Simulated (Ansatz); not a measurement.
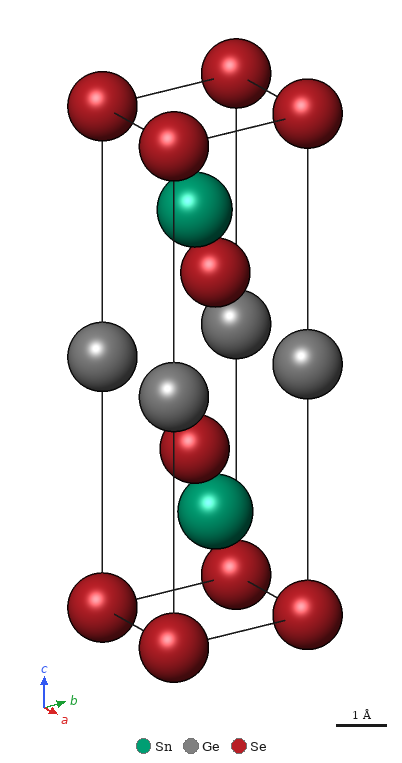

The image is a spheres-only drawing of a crystal, viewed slightly off an axis. Atoms at the boundary of the simulation cell (the box) are drawn once for each face, edge or corner they touch.

The program read this input:
```yaml
crystal:
  lattice:
    - [4.18803045, 0.0, 0.0]
    - [-2.094015225, 3.6269407615, 0.0]
    - [0.0, 0.0, 10.2990344904]
  atoms:
    - { symbol: Sn, position: [0.6666666667, 0.3333333333, 0.8253975522] }
    - { symbol: Sn, position: [0.3333333333, 0.6666666667, 0.1746024478] }
    - { symbol: Ge, position: [0.0, 0.0, 0.5] }
    - { symbol: Se, position: [0.3333333333, 0.6666666667, 0.6515634378] }
    - { symbol: Se, position: [0.6666666667, 0.3333333333, 0.3484365622] }
    - { symbol: Se, position: [0.0, 0.0, 0.0] }
basis:
  ecutwfc: 420
kpoints:
  mp_grid: { grid: [12, 12, 4] }
  band_path:
    path:
      - [[0.0, 0.0, 0.0], [0.5, 0.0, 0.0], [0.33333333, 0.33333333, 0.0], [0.0, 0.0, 0.0], [0.0, 0.0, 0.5], [0.5, 0.0, 0.5], [0.33333333, 0.33333333, 0.5], [0.0, 0.0, 0.5]]
      - [[0.5, 0.0, 0.5], [0.5, 0.0, 0.0]]
      - [[0.33333333, 0.33333333, 0.5], [0.33333333, 0.33333333, 0.0]]
    npoints: 14
hamiltonian:
  xc: lda
scf:
  occupations: { method: gaussian, width: 0.02 }
  n_extra_bands: 15
output:
  forces: true
  stress: true
  eigenvalues: true
  populations: true
  dos: { projected: true, de: 0.02, nscf_kmesh: { grid: [18, 18, 6] } }
  bader: true
  write_density: true
  write_potential: true
  elf: true
  volumetric_format: npy
```
Run as:
```sh
ansatz run input.yaml --threads 1 --pin off --max-ram 2560MiB --backend cpu --events-out ev --progress --plain --runs-dir out
```

Run with Ansatz, DFT LDA, scalar-relativistic, plane waves, PAW and these settings: a 420 eV plane-wave basis, a 12×12×4 k-point grid, Gaussian smearing of 0.02 eV, no spin polarisation.

Q: What does a Bader analysis give?

A: Sn +0.82 e; Ge +0.65 e; Se -0.81 to -0.73 e. The transfer is large, as in an ionic solid.

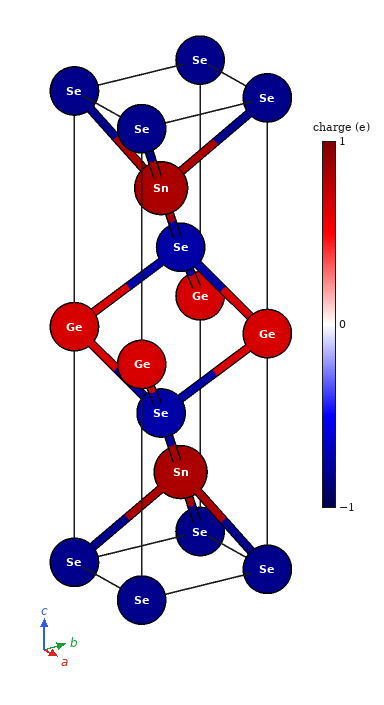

The atoms coloured by those charges.

It goes back to a structure type filled with these elements by a generator (whether the compound takes this form wasn't checked). Earlier steps of the study may have refined or changed the cell and positions. Ansatz was used for an electronic-structure calculation on it.

At this level of theory the cell isn't at rest (stretched, at -4 GPa), so its distances can differ from those at equilibrium, the more so the softer the solid.
